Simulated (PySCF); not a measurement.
CKO2, charge +1, SMILES `[K+].O=C=O`.

Level of theory: TPSS/def2-SVP (PySCF), at a geometry from GFN2-xTB. GFN2-xTB bond lengths at metals and heavier atoms can be off by up to 0.1 Å and shapes distorted, which carries into these values.

Cartesian coordinates (Å):

```
K1       1.8851   -0.0011    0.0000
O2      -0.4797    0.0047    0.0000
C3      -1.6381    0.0010    0.0000
O4      -2.7688   -0.0030    0.0000
```

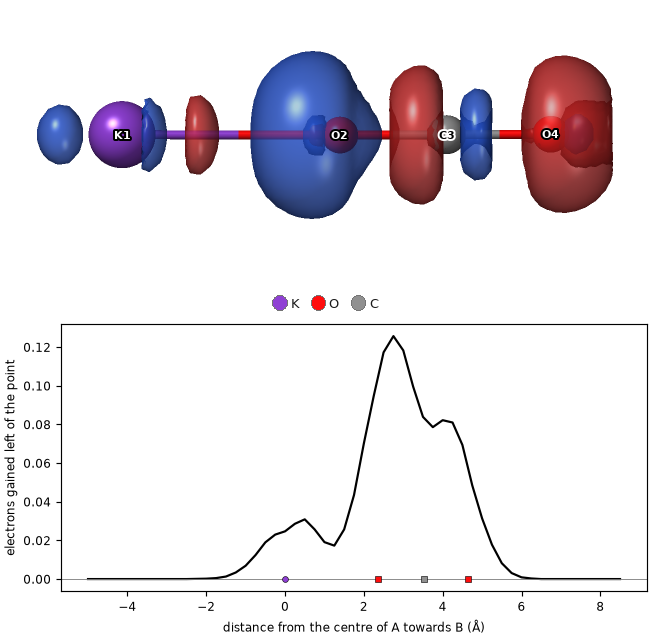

Density of the complex less the densities of the two fragments at the same geometry, ±0.015 e/Å³ (blue: gain, red: loss). Fragment A: K(+1) (atom 1); fragment B: CO2. Below: the charge-displacement curve along the line of centres (A on the left).

### Which way does charge flow?

Hirshfeld charges show 0.024 e passing from B to A. By Hirshfeld charges, electrons gather most on O2 (−0.086 e) and leave O4 most (+0.074 e); 0.15 e is displaced in all.

### What is the interaction energy, and which contacts carry it?

The counterpoise-corrected interaction energy of the frozen fragments is −6.2 kcal/mol without dispersion correction and −7.0 kcal/mol with D3(BJ). D3 uses neutral-atom coefficients and tends to overbind metal cations. The pair geometry is semi-empirical, not a minimum at this level. Contacts: K1···O2, 2.37 Å, ρ = 0.033 a.u. The pose is a local one from a semi-empirical search, not shown to be the most stable.
